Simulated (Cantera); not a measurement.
Charge: 1 mol SiHCl₃, 18 mol H₂, equilibrated at 0.790 bar.

These are equilibrium values from Cantera (NASA tables, ideal gas, pure condensed phases), not measurements of a reactor. Candidate condensed phases: Si; 19 gas species. The tables' values for SiCl₃, SiCl are old estimates; treat these amounts as uncertain. Gases not in the tables: Si₂H₆ and higher silanes. Rates play no part.

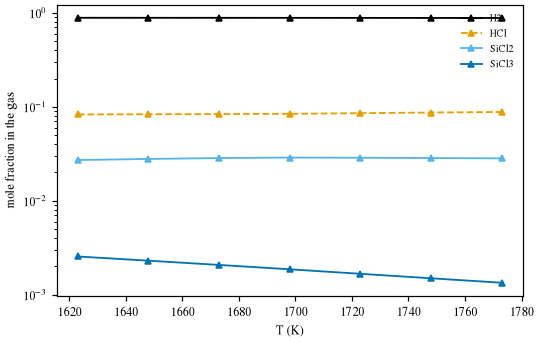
Figure. Equilibrium gas composition (values under 1e-9 drawn at 1e-9)

From 1623 K to 1673 K the condensed part is Si(s). From 1698 K to 1773 K the condensed part is Si(l). The main Si-bearing gas is SiCl₂ throughout. The share of Si in condensed phases is highest at 1773 K (39.7 %) and lowest at 1673 K (36.7 %).
